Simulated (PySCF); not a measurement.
**BClH₅N: electronic excitations at several levels of theory**

How much do the electronic excitations of BClH₅N (`[NH3+][BH2-]Cl`) depend on the level of theory, and what does each level cost?

Programs: PySCF 2.14.0, with density-fitted response routines of our own. Each step states its level of theory. These are calculated values for one molecule in the gas phase, unless marked as measured. Atoms count from 0, in the outputs and in this text.

### 1 The starting structure

8 atoms, charge 0, multiplicity 1; geometry from: PBE0-D3(BJ)/def2-SVP.

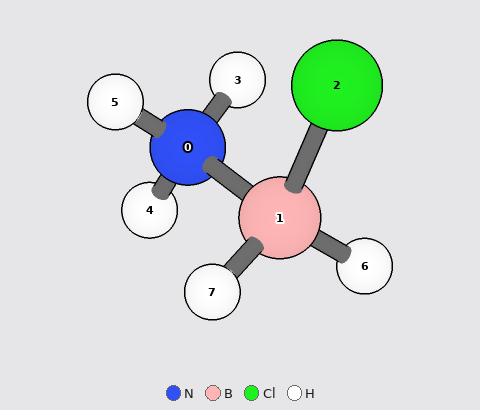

As it starts; nitrogen blue, boron pink, chlorine green, hydrogen white, atoms numbered.

### 2 TDDFT and polarisability: wB97X-D/def2-SVPD

What the job is given:

```
{"job": {"kind": "uv", "xc": "wB97X-D", "basis": "def2-SVPD", "ip": true}, "charge": 0, "multiplicity": 1}
N      0.800520    -0.017994     0.202758
B     -0.739499    -0.137393    -0.300122
Cl    -1.568101     1.313525     0.507285
H      0.840250    -0.043845     1.223925
H      1.379567    -0.774045    -0.167676
H      1.199631     0.875313    -0.093357
H     -1.145620    -1.204375     0.122724
H     -0.701972    -0.040431    -1.513168
```

Level: TDDFT wB97X-D/def2-SVPD, vertical, gas phase, core orbitals frozen in the response.

Run with:

```sh
> OMP_NUM_THREADS=1 python probes_run.py task.json out
```

This one command runs all jobs of the session in turn.

The log of the run:

```text
coarse grid: 6872 points
cycle   1  E = -542.5599615636  dE =  8.695e-02  |g| = 2.938e-01  |ddm| = 3.084e+00
cycle   2  E = -542.5884989672  dE = -2.854e-02  |g| = 1.558e-01  |ddm| = 9.371e-01
cycle   3  E = -542.5943666824  dE = -5.868e-03  |g| = 3.244e-02  |ddm| = 2.729e-01
cycle   4  E = -542.5946345147  dE = -2.678e-04  |g| = 1.223e-02  |ddm| = 5.731e-02
cycle   5  E = -542.5946725591  dE = -3.804e-05  |g| = 3.605e-03  |ddm| = 2.223e-02
cycle   6  E = -542.5946761736  dE = -3.615e-06  |g| = 7.164e-04  |ddm| = 6.485e-03
final grid: 60808 points
cycle   7  E = -542.6534323930  dE = -5.617e-05  |g| = 6.585e-03  |ddm| = 1.560e-01
cycle   8  E = -542.6534352397  dE = -2.847e-06  |g| = 5.666e-03  |ddm| = 2.745e-02
cycle   9  E = -542.6534418116  dE = -6.572e-06  |g| = 4.813e-04  |ddm| = 5.243e-03
cycle  10  E = -542.6534418762  dE = -6.461e-08  |g| = 1.881e-04  |ddm| = 2.653e-03
cycle  11  E = -542.6534418871  dE = -1.080e-08  |g| = 2.090e-05  |ddm| = 7.955e-04
cycle  12  E = -542.6534418873  dE = -2.827e-10  |g| = 8.133e-06  |ddm| = 1.181e-04
converged SCF energy = -542.6534418873

Static polarisability (au): isotropic 43.391, principal 39.354 41.612 49.209

Singlet excitations
state   eV       nm        f      main configurations
  1   6.4566    192.0   0.00000   H->L 0.94
  2   7.2747    170.4   0.07985   H-1->L 0.92
  3   7.7968    159.0   0.04229   H->L+2 0.76, H->L+4 0.09
  4   8.0786    153.5   0.01942   H->L+1 0.86
  5   8.2132    151.0   0.05942   H->L+3 0.91
  6   8.4540    146.7   0.03522   H-1->L+2 0.63, H-1->L+4 0.19
  7   8.4844    146.1   0.00298   H->L+4 0.70, H-3->L 0.10
  8   8.6699    143.0   0.00416   H-2->L 0.74, H-1->L+1 0.11
  9   8.7108    142.3   0.04629   H-3->L 0.46, H-1->L+3 0.26
 10   8.8282    140.4   0.00239   H-1->L+3 0.70, H-3->L 0.17

Triplet excitations (Tamm-Dancoff, eV): 6.4241 7.0934 7.6111 8.0142
Vertical ionisation energy (delta-SCF) = 9.8211 eV
```

Wall time 14 s (1 thread of Arm Neoverse V1, shared host); peak memory 0.48 GiB.

The orbitals next to the gap, with their largest atomic shares:

```
orbital      eV                       atoms
 HOMO−3  -11.51  Cl2 34 %, B1 32 %, H6 14 %
 HOMO−2  -11.39   Cl2 52 %, B1 26 %, H7 8 %
 HOMO−1   -9.82    Cl2 80 %, B1 9 %, N0 5 %
   HOMO   -9.17   Cl2 60 %, B1 19 %, H6 9 %
   LUMO    1.23   B1 31 %, H4 17 %, N0 14 %
 LUMO+1    2.84  B1 32 %, Cl2 16 %, H5 10 %
 LUMO+2    3.01  Cl2 36 %, B1 25 %, H4 16 %
```

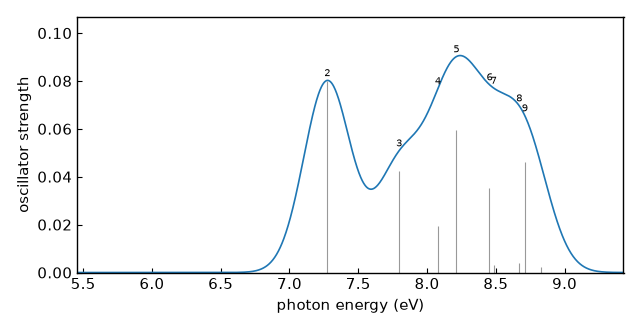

Absorption spectrum from the 10 singlet states computed; above the last one it falls off for lack of states. Lines are broadened to a width of 0.40 eV (Gaussian).

Further results of this job:

| property | computed |
| --- | --- |
| dipole moment (D) | 6.17 |
| polarisability (Å³) | 6.43 |
| HOMO–LUMO gap (eV) | 10.40 |
| −ε(HOMO) (eV) | 9.17 |

### 3 Ultraviolet spectrum: LC-wPBE/def2-SVPD

Settings changed since step 2:

```diff
@@ -1,2 +1,2 @@
-{"job": {"kind": "uv", "xc": "wB97X-D", "basis": "def2-SVPD", "ip": true}, "charge": 0, "multiplicity": 1}
+{"job": {"kind": "uv", "xc": "LC-wPBE", "basis": "def2-SVPD", "ip": true}, "charge": 0, "multiplicity": 1}
 N      0.800520    -0.017994     0.202758
```

With the program's defaults for keys left out, this is: TDDFT LC-wPBE/def2-SVPD, vertical, gas phase, core orbitals frozen in the response.

The log of the run:

```text
coarse grid: 6872 points
cycle   1  E = -542.3894153517  dE =  1.233e-01  |g| = 3.221e-01  |ddm| = 3.136e+00
cycle   2  E = -542.4236282098  dE = -3.421e-02  |g| = 1.636e-01  |ddm| = 8.825e-01
cycle   3  E = -542.4297568442  dE = -6.129e-03  |g| = 4.235e-02  |ddm| = 2.557e-01
cycle   4  E = -542.4302200724  dE = -4.632e-04  |g| = 1.357e-02  |ddm| = 9.413e-02
cycle   5  E = -542.4302744392  dE = -5.437e-05  |g| = 3.922e-03  |ddm| = 2.516e-02
cycle   6  E = -542.4302796735  dE = -5.234e-06  |g| = 7.684e-04  |ddm| = 1.003e-02
final grid: 60808 points
cycle   7  E = -542.5047284813  dE = -2.362e-05  |g| = 4.244e-03  |ddm| = 3.998e-02
cycle   8  E = -542.5047297504  dE = -1.269e-06  |g| = 3.691e-03  |ddm| = 7.531e-03
cycle   9  E = -542.5047324893  dE = -2.739e-06  |g| = 1.529e-04  |ddm| = 3.441e-03
cycle  10  E = -542.5047324982  dE = -8.962e-09  |g| = 6.411e-05  |ddm| = 4.547e-04
cycle  11  E = -542.5047324996  dE = -1.366e-09  |g| = 1.657e-05  |ddm| = 1.466e-04
cycle  12  E = -542.5047324997  dE = -1.174e-10  |g| = 3.772e-06  |ddm| = 3.669e-05
converged SCF energy = -542.5047324997

Static polarisability (au): isotropic 42.221, principal 38.378 40.431 47.853

Singlet excitations
state   eV       nm        f      main configurations
  1   7.0743    175.3   0.00008   H->L 0.90
  2   7.9206    156.5   0.08774   H-1->L 0.85
  3   8.1309    152.5   0.03696   H->L+2 0.67, H->L+4 0.10
  4   8.6155    143.9   0.03072   H->L+1 0.83
  5   8.7477    141.7   0.10544   H->L+3 0.55, H-1->L+2 0.21, H-1->L+4 0.09
  6   8.8507    140.1   0.00023   H->L+3 0.35, H-1->L+2 0.33, H-1->L+4 0.16
  7   8.9310    138.8   0.00015   H->L+4 0.57, H-3->L 0.09
  8   9.2671    133.8   0.06942   H->L+7 0.25, H-1->L+3 0.22, H->L+5 0.14
  9   9.2864    133.5   0.01261   H-2->L 0.67, H-1->L+1 0.15
 10   9.4053    131.8   0.00088   H-1->L+3 0.68, H->L+7 0.10, H->L+5 0.09

Triplet excitations (Tamm-Dancoff, eV): 6.9173 7.6137 7.7654 8.3735
Vertical ionisation energy (delta-SCF) = 10.0157 eV
```

It took 22 s on 1 thread of Arm Neoverse V1, shared host; peak memory 0.47 GiB.

In short: HOMO -10.06 eV, LUMO 1.32 eV; lowest singlet 7.07 eV.

### 4 TDDFT and polarisability: PBE0/6-31G*

Settings changed since step 3:

```diff
@@ -1,2 +1,2 @@
-{"job": {"kind": "uv", "xc": "LC-wPBE", "basis": "def2-SVPD", "ip": true}, "charge": 0, "multiplicity": 1}
+{"job": {"kind": "uv", "xc": "PBE0", "basis": "6-31G*"}, "charge": 0, "multiplicity": 1}
 N      0.800520    -0.017994     0.202758
```

With the program's defaults for keys left out, this is: TDDFT PBE0/6-31G*, vertical, gas phase, core orbitals frozen in the response.

The log of the run:

```text
coarse grid: 6872 points
cycle   1  E = -542.5789396311  dE =  6.246e-02  |g| = 3.012e-01  |ddm| = 2.225e+00
cycle   2  E = -542.5990037394  dE = -2.006e-02  |g| = 2.090e-01  |ddm| = 8.451e-01
cycle   3  E = -542.6125740197  dE = -1.357e-02  |g| = 2.321e-02  |ddm| = 3.590e-01
cycle   4  E = -542.6127329788  dE = -1.590e-04  |g| = 6.250e-03  |ddm| = 3.805e-02
cycle   5  E = -542.6127427069  dE = -9.728e-06  |g| = 2.133e-03  |ddm| = 7.937e-03
final grid: 60808 points
cycle   6  E = -542.5855844964  dE = -1.462e-05  |g| = 7.526e-03  |ddm| = 1.589e-02
cycle   7  E = -542.5855778697  dE =  6.627e-06  |g| = 9.539e-03  |ddm| = 1.205e-02
cycle   8  E = -542.5855970812  dE = -1.921e-05  |g| = 3.624e-04  |ddm| = 6.315e-03
cycle   9  E = -542.5855971221  dE = -4.089e-08  |g| = 7.273e-05  |ddm| = 6.733e-04
cycle  10  E = -542.5855971235  dE = -1.371e-09  |g| = 2.168e-05  |ddm| = 1.234e-04
cycle  11  E = -542.5855971236  dE = -1.304e-10  |g| = 4.737e-06  |ddm| = 2.965e-05
converged SCF energy = -542.5855971236

Static polarisability (au): isotropic 31.429, principal 26.908 27.688 39.692

Singlet excitations
state   eV       nm        f      main configurations
  1   6.7600    183.4   0.00054   H->L 0.99
  2   7.5727    163.7   0.08083   H-1->L 0.98
  3   8.5568    144.9   0.00154   H->L+1 0.90
  4   8.7469    141.7   0.03162   H->L+2 0.95
  5   8.8706    139.8   0.00279   H->L+3 0.78, H-3->L 0.17
  6   8.9464    138.6   0.00375   H-2->L 0.95
  7   8.9804    138.1   0.00003   H-3->L 0.80, H->L+3 0.14
  8   9.2319    134.3   0.00587   H-1->L+1 0.87, H-1->L+3 0.12
  9   9.3384    132.8   0.01374   H-1->L+2 0.99
 10   9.6177    128.9   0.02616   H-1->L+3 0.86, H-1->L+1 0.12

Triplet excitations (Tamm-Dancoff, eV): 6.6712 7.2713 8.1395 8.6273
```

Wall time 2.6 s (1 thread of Arm Neoverse V1, shared host); peak memory 0.34 GiB.

This run: HOMO -7.03 eV, LUMO 0.94 eV; lowest singlet 6.76 eV.

### 5 Ultraviolet spectrum: PBE0/def2-SVP

Settings changed since step 4:

```diff
@@ -1,2 +1,2 @@
-{"job": {"kind": "uv", "xc": "PBE0", "basis": "6-31G*"}, "charge": 0, "multiplicity": 1}
+{"job": {"kind": "uv", "xc": "PBE0", "basis": "def2-SVP"}, "charge": 0, "multiplicity": 1}
 N      0.800520    -0.017994     0.202758
```

Level: TDDFT PBE0/def2-SVP, vertical, gas phase, core orbitals frozen in the response.

The log of the run:

```text
coarse grid: 6872 points
cycle   1  E = -542.3247585732  dE =  3.812e-02  |g| = 2.929e-01  |ddm| = 2.447e+00
cycle   2  E = -542.3453409884  dE = -2.058e-02  |g| = 1.911e-01  |ddm| = 8.256e-01
cycle   3  E = -542.3555214609  dE = -1.018e-02  |g| = 1.864e-02  |ddm| = 3.493e-01
cycle   4  E = -542.3556127835  dE = -9.132e-05  |g| = 4.759e-03  |ddm| = 3.179e-02
cycle   5  E = -542.3556186881  dE = -5.905e-06  |g| = 1.736e-03  |ddm| = 8.266e-03
final grid: 60808 points
cycle   6  E = -542.4066292845  dE = -2.176e-05  |g| = 4.922e-03  |ddm| = 1.543e-02
cycle   7  E = -542.4066274007  dE =  1.884e-06  |g| = 5.916e-03  |ddm| = 9.604e-03
cycle   8  E = -542.4066347542  dE = -7.353e-06  |g| = 4.262e-04  |ddm| = 4.575e-03
cycle   9  E = -542.4066348023  dE = -4.816e-08  |g| = 6.513e-05  |ddm| = 7.373e-04
cycle  10  E = -542.4066348032  dE = -9.305e-10  |g| = 2.118e-05  |ddm| = 1.090e-04
converged SCF energy = -542.4066348032

Static polarisability (au): isotropic 31.907, principal 28.591 29.487 37.644

Singlet excitations
state   eV       nm        f      main configurations
  1   6.2096    199.7   0.00045   H->L 0.99
  2   7.0068    176.9   0.07849   H-1->L 0.99
  3   8.0364    154.3   0.00430   H->L+1 0.96
  4   8.1417    152.3   0.02678   H->L+2 0.98
  5   8.4351    147.0   0.00151   H-2->L 0.97
  6   8.4651    146.5   0.00090   H-3->L 0.95
  7   8.7295    142.0   0.02105   H-1->L+1 0.97
  8   8.7320    142.0   0.02168   H-1->L+2 0.88, H->L+3 0.10
  9   8.7851    141.1   0.00034   H->L+3 0.88, H-1->L+2 0.11
 10   9.5047    130.4   0.01901   H-1->L+3 0.97

Triplet excitations (Tamm-Dancoff, eV): 6.1366 6.7216 8.0098 8.0523
```

Wall time 2.9 s (1 thread of Arm Neoverse V1, shared host); peak memory 0.37 GiB.

This run: HOMO -6.91 eV, LUMO 0.46 eV; lowest singlet 6.21 eV.

### 6 TDDFT and polarisability: PBE0/def2-TZVP

Settings changed since step 5:

```diff
@@ -1,2 +1,2 @@
-{"job": {"kind": "uv", "xc": "PBE0", "basis": "def2-SVP"}, "charge": 0, "multiplicity": 1}
+{"job": {"kind": "uv", "xc": "PBE0", "basis": "def2-TZVP"}, "charge": 0, "multiplicity": 1}
 N      0.800520    -0.017994     0.202758
```

With the program's defaults for keys left out, this is: TDDFT PBE0/def2-TZVP, vertical, gas phase, core orbitals frozen in the response.

The log of the run:

```text
coarse grid: 6872 points
cycle   1  E = -542.6292142435  dE =  5.665e-02  |g| = 3.114e-01  |ddm| = 1.761e+00
cycle   2  E = -542.6468495086  dE = -1.764e-02  |g| = 2.527e-01  |ddm| = 7.442e-01
cycle   3  E = -542.6637171237  dE = -1.687e-02  |g| = 3.147e-02  |ddm| = 3.364e-01
cycle   4  E = -542.6638758856  dE = -1.588e-04  |g| = 8.016e-03  |ddm| = 2.537e-02
cycle   5  E = -542.6638877359  dE = -1.185e-05  |g| = 3.792e-03  |ddm| = 7.274e-03
cycle   6  E = -542.6638905989  dE = -2.863e-06  |g| = 9.968e-04  |ddm| = 2.768e-03
final grid: 60808 points
cycle   7  E = -542.6576040003  dE = -4.435e-05  |g| = 5.553e-03  |ddm| = 2.844e-02
cycle   8  E = -542.6576019583  dE =  2.042e-06  |g| = 6.322e-03  |ddm| = 8.482e-03
cycle   9  E = -542.6576102545  dE = -8.296e-06  |g| = 7.173e-04  |ddm| = 4.115e-03
cycle  10  E = -542.6576103519  dE = -9.736e-08  |g| = 1.289e-04  |ddm| = 6.149e-04
cycle  11  E = -542.6576103554  dE = -3.522e-09  |g| = 3.082e-05  |ddm| = 1.471e-04
cycle  12  E = -542.6576103556  dE = -2.132e-10  |g| = 4.455e-06  |ddm| = 2.557e-05
converged SCF energy = -542.6576103556

Static polarisability (au): isotropic 39.221, principal 34.822 36.937 45.904

Singlet excitations
state   eV       nm        f      main configurations
  1   5.9150    209.6   0.00047   H->L 0.99
  2   6.7112    184.7   0.07794   H-1->L 0.98
  3   7.5950    163.2   0.01743   H->L+1 0.95
  4   7.8222    158.5   0.02509   H->L+2 0.97
  5   8.0738    153.6   0.00204   H-2->L 0.96
  6   8.1102    152.9   0.00280   H-3->L 0.96
  7   8.2513    150.3   0.01432   H->L+3 0.83, H->L+4 0.12
  8   8.3277    148.9   0.04999   H-1->L+1 0.96
  9   8.4184    147.3   0.01927   H-1->L+2 0.96
 10   8.5684    144.7   0.00031   H->L+4 0.84, H->L+3 0.13

Triplet excitations (Tamm-Dancoff, eV): 5.8307 6.4424 7.4840 7.7023
```

It took 6 s on 1 thread of Arm Neoverse V1, shared host; peak memory 0.52 GiB.

This run: HOMO -7.20 eV, LUMO -0.15 eV; lowest singlet 5.92 eV.

(Part 1 of 2 ends here.)
